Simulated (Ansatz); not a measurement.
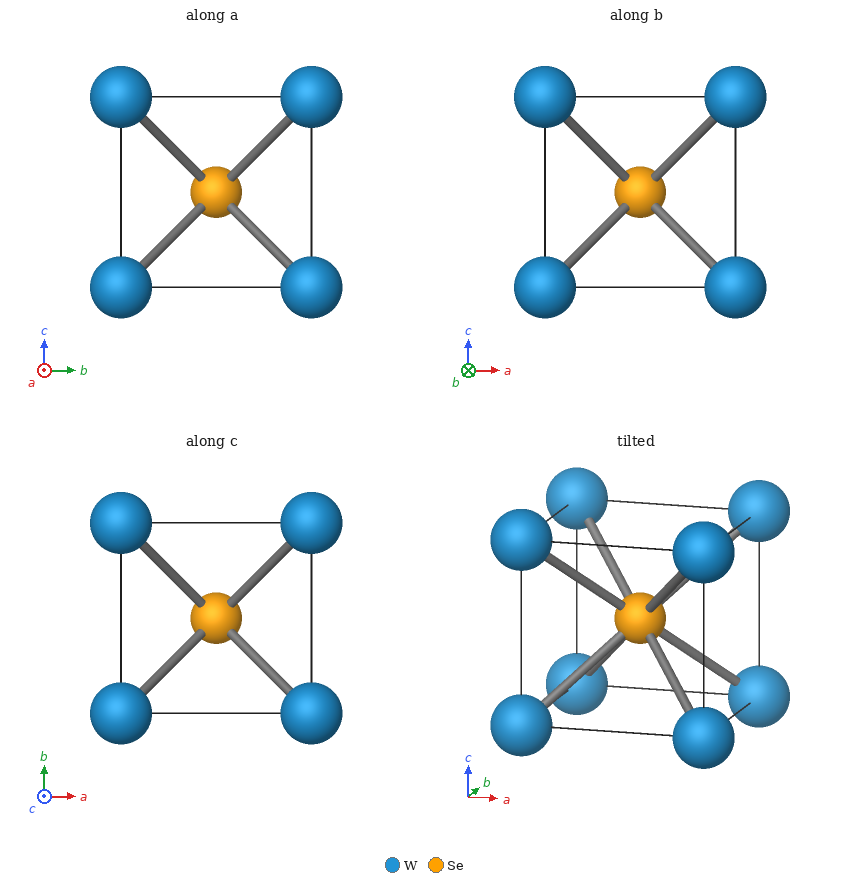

Structure drawing (ball-and-stick), viewed along the a axis, along the b axis, along the c axis and slightly off an axis. The conventional unit cell is outlined; an atom on or near a face, edge or corner is repeated at each equivalent position.

Lattice parameters: a = 3.346 Å, b = 3.346 Å, c = 3.346 Å, α = 90.00°, β = 90.00°, γ = 90.00°. Put a along x and b in the xy plane.

Question: Write down what is shown as a POSCAR file.

Answer:
```
W Se
1.0
     3.346    0.000    0.000
     0.000    3.346    0.000
     0.000    0.000    3.346
W Se
1 1
Direct
  0.0000 0.0000 0.0000
  0.5000 0.5000 0.5000
```

Starting structure: a structure type filled with these elements by a generator (whether the compound takes this form wasn't checked). Earlier steps of the study may have refined or changed the cell and positions. Ansatz was used for an electronic-structure calculation on it.

At this level of theory the cell isn't at rest (stretched, at -24 GPa), so its distances can differ from those at equilibrium, the more so the softer the solid.
